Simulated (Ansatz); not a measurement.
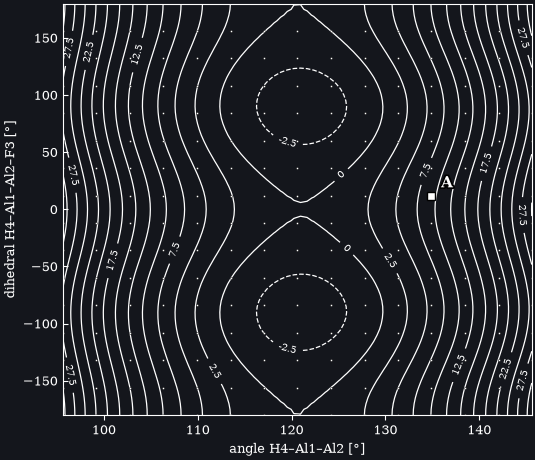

Al₂FH₃, SMILES [F][AlH][AlH2]. 
- First axis: angle H4–Al1–Al2. Second axis: dihedral H4–Al1–Al2–F3.
- Nothing is relaxed (all other coordinates rigid).
- The scan uses a 15 × 15 grid; 120 points were computed and 105 follow by symmetry.
- All energies are given in kJ/mol relative to the relaxed molecule at the same level.
- These are results of RKS PBE0-D4/def2-TZVP (Ansatz 0.2.0), not measurements.

In the figure: contour lines labelled in kJ/mol, dots at the grid points, the point A. Between grid points the surface is interpolated.

### Is A at rest? If not, where is it pushed?

A, at angle H4–Al1–Al2 = 134.9°, dihedral H4–Al1–Al2–F3 = 12°, is not a stationary point. The computed force is 1.4 kJ/mol for each degree towards smaller values of angle H4–Al1–Al2 and 0.028 kJ/mol for each degree towards larger values of dihedral H4–Al1–Al2–F3.
